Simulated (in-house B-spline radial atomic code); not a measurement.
# Tc⁶⁺: excited configurations

Aim: the energies of several excited configurations of Tc⁶⁺ above a reference configuration, each from its own self-consistent run.

Program: in-house B-spline radial atomic code version 1. Level of theory: scalar-relativistic (spin-free one-electron X2C) LC-wPBE, spin-polarised, spherical density, exact exchange averaged over the configuration, Fermi nucleus, basis-set limit. These are calculated values, not measurements, unless marked.

## Step 1: Starting point

```
element       : technetium (Z = 43)
charge        : +6
electrons     : 37
configuration : [Kr] 4d1
Hamiltonian   : scalar-relativistic (X2C)
nucleus       : Fermi, rms radius 4.411 fm
```

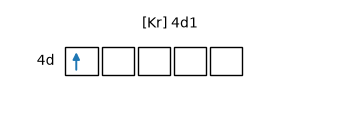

Occupation of the outer shells (arrows by Hund's rule).

Where spins are not typed, each open shell is filled with up spins first.

The run's settings:

```ini
Z = 43
electrons = 37.0
configuration = [Kr] 4d1
hamiltonian = x2c
method = lc_wpbe
spin_polarised = True
nucleus = fermi
rms_radius = 4.411169945885085
mass_number = 97
atomic_mass = 96.90636072
speed_of_light = 137.035999084
exact_exchange = averaged over the configuration
```

This reference run was done before. Its total energy is -4276.644174 hartree, and its levels are (the highest eight at most):

```csv
orbital,occupation,energy (eV),<r> (bohr)
3p down,3,-506.90,0.4156
3d up,5,-340.97,0.3981
3d down,5,-340.79,0.3981
4s up,1,-160.27,1.026
4s down,1,-159.22,1.025
4p up,3,-130.19,1.107
4p down,3,-128.94,1.106
4d up,1,-85.982,1.317
```

## Step 2: Run with [Ar] 3d9 4s2 4p6 4d1 4f1

The run's settings:

```ini
Z = 43
electrons = 37.0
configuration = [Ar] 3d9 4s2 4p6 4d1 4f1
hamiltonian = x2c
method = lc_wpbe
spin_polarised = True
nucleus = fermi
rms_radius = 4.411169945885085
mass_number = 97
atomic_mass = 96.90636072
speed_of_light = 137.035999084
exact_exchange = averaged over the configuration
```

The run is started by

```bash
$ python run_scf.py task.json out
```

task.json lists these runs, among others, and the program works through them in turn.

## Step 3: Run with [Ar] 3d10 4s2 4p5 4d1 5f1

Settings: those of step 2 with these lines changed.

```diff
@@ -2,3 +2,3 @@
 electrons = 37.0
-configuration = [Ar] 3d9 4s2 4p6 4d1 4f1
+configuration = [Ar] 3d10 4s2 4p5 4d1 5f1
 hamiltonian = x2c
```

## Step 4: Configuration [Ar] 3d9 4s2 4p6 4d1 5s1

Settings: those of step 3 with these lines changed.

```diff
@@ -2,3 +2,3 @@
 electrons = 37.0
-configuration = [Ar] 3d10 4s2 4p5 4d1 5f1
+configuration = [Ar] 3d9 4s2 4p6 4d1 5s1
 hamiltonian = x2c
```

## Step 5: [Ar] 3d9 4s2 4p6 4d1 5f1

Settings: those of step 4 with these lines changed.

```diff
@@ -2,3 +2,3 @@
 electrons = 37.0
-configuration = [Ar] 3d9 4s2 4p6 4d1 5s1
+configuration = [Ar] 3d9 4s2 4p6 4d1 5f1
 hamiltonian = x2c
```

## Step 6: Configuration [Ar] 3d10 4s2 4p5 4d1 5s1

Settings: those of step 5 with these lines changed.

```diff
@@ -2,3 +2,3 @@
 electrons = 37.0
-configuration = [Ar] 3d9 4s2 4p6 4d1 5f1
+configuration = [Ar] 3d10 4s2 4p5 4d1 5s1
 hamiltonian = x2c
```

## Step 7: Run with [Kr] 4f1

Settings: those of step 6 with these lines changed.

```diff
@@ -2,3 +2,3 @@
 electrons = 37.0
-configuration = [Ar] 3d10 4s2 4p5 4d1 5s1
+configuration = [Kr] 4f1
 hamiltonian = x2c
```

How far above the reference does each configuration lie (order and size, in eV)?

**Answer**, as computed:

| net move | configuration | 2|M_S|+1 | energy above the reference (eV) | largest <r> (bohr) |
| --- | --- | --- | --- | --- |
| 4d → 4f | [Kr] 4f1 | 2 | 39.708 | 1.89 |
| 4p → 5s | [Ar] 3d10 4s2 4p5 4d1 5s1 | 4 | 63.829 | 2.13 |
| 4p → 5f | [Ar] 3d10 4s2 4p5 4d1 5f1 | 4 | 101.07 | 3.63 |
| 3d → 5s | [Ar] 3d9 4s2 4p6 4d1 5s1 | 4 | 286.28 | 2.11 |
| 3d → 4f | [Ar] 3d9 4s2 4p6 4d1 4f1 | 4 | 304.76 | 1.78 |
| 3d → 5f | [Ar] 3d9 4s2 4p6 4d1 5f1 | 4 | 323.96 | 3.57 |

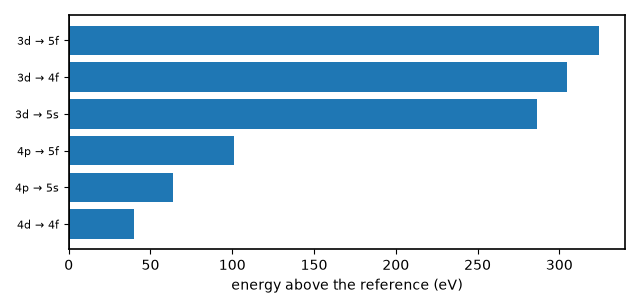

The configurations in order of energy, labelled by the net move of electrons.

What this shows: At the bottom stands 4d → 4f (39.708 eV), at the top 3d → 5f (323.96 eV). 3 of them lie more than 60 % above minus the reference's highest level (85.982 eV), in the range where a state can decay by emitting an electron. The reference has 2|M_S|+1 = 2; 5 of the configurations differ from it in spin. These are spherical averages at the typed spins, not spectroscopic levels.
